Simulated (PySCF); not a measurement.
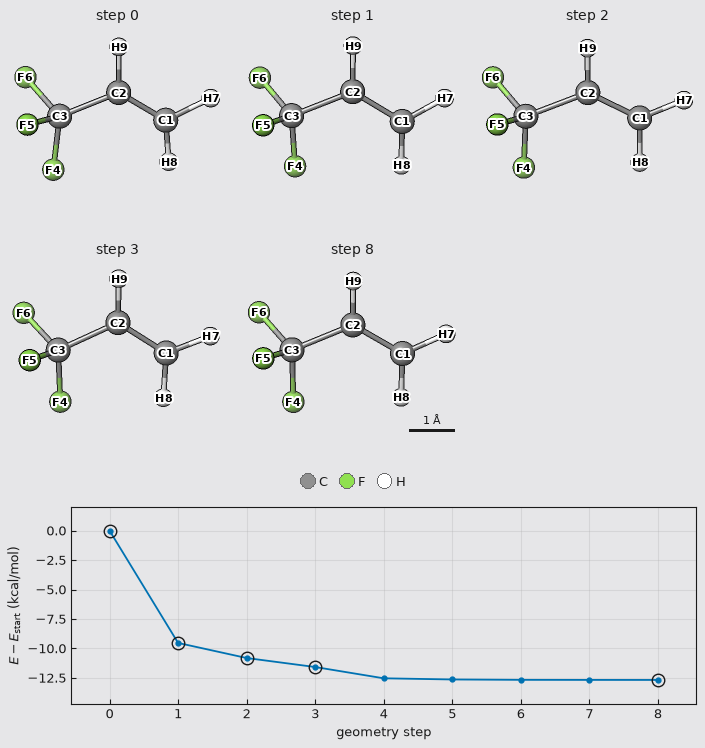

Frames of a relaxation of C$_{3}$H$_{3}$F$_{3}$, marked on the history of the run. The picture is a ball-and-stick view, seen at a tilt.

The start comes from MMFF94s. Its atoms were then displaced at random by about 0.03 Å.

Method: PBE0-D3(BJ)/def2-SVP geometry optimisation, gas phase in PySCF 2.14.0, density-fitted response routines. 

> Describe the path.

The energy falls by 12.7 kcal/mol in 8 geometry steps. F4 moves most after the best rigid fit: 0.13 Å. By element the largest moves are F 0.13 Å, H 0.07 Å, C 0.06 Å. Near-neighbour distances that change, for instance: C1–H7 1.158 → 1.092 Å, C1–H8 1.030 → 1.093 Å, C3–F5 1.396 → 1.338 Å, C2–H9 1.146 → 1.094 Å. Among the angles between lasting bonds that change: C2–C3–F4 120.0° → 112.6°, F4–C3–F5 100.3° → 107.6°, C2–C1–H8 127.9° → 121.1°. The run took 44 s on 1 thread of Intel(R) Xeon(R) Platinum 8175M CPU @ 2.50GHz, with other jobs on the host. From step 0 to 1: F4 moves most (0.19 Å), energy −9.53 kcal/mol. From step 1 to 2: H7 moves most (0.17 Å), energy −1.28 kcal/mol. From step 2 to 3: F and H atoms move most (0.15 Å), energy −0.76 kcal/mol. From step 3 to 8: H7 moves most (0.07 Å), energy −1.10 kcal/mol.

```json
{"step": "0", "E − E(0), kcal/mol": "0.00"}
{"step": "1", "E − E(0), kcal/mol": "-9.53"}
{"step": "2", "E − E(0), kcal/mol": "-10.81"}
{"step": "3", "E − E(0), kcal/mol": "-11.58"}
{"step": "4", "E − E(0), kcal/mol": "-12.53"}
{"step": "5", "E − E(0), kcal/mol": "-12.63"}
{"step": "6", "E − E(0), kcal/mol": "-12.67"}
{"step": "7", "E − E(0), kcal/mol": "-12.67"}
{"step": "8", "E − E(0), kcal/mol": "-12.67"}
```
